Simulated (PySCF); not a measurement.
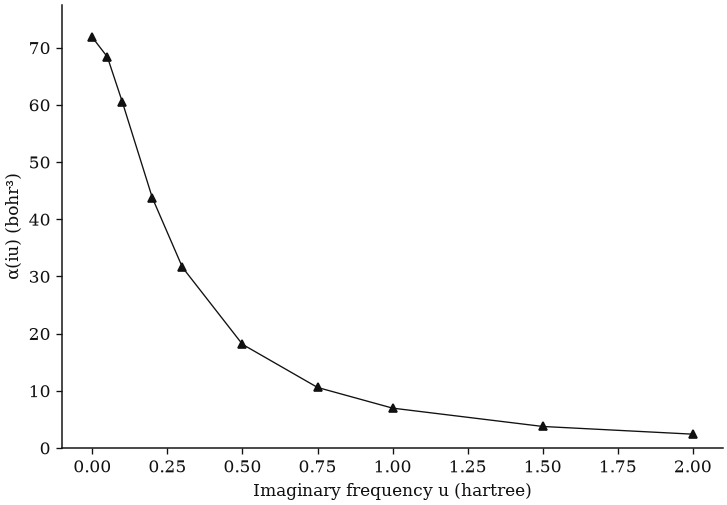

Dipole polarisability at imaginary frequency of I⁻ ([Xe]). Coupled response at the MN15 level; PySCF, aug-cc-pVQZ-DK3, spin-free X2C-1e, unrestricted single determinants, no spin-orbit coupling.

Describe the response.

The static dipole polarisability is 71.8 bohr³; α(iu) falls to half of it near u = 0.26 hartree. The Casimir–Polder integral gives C₆ = 1030 hartree bohr⁶ for two such species.
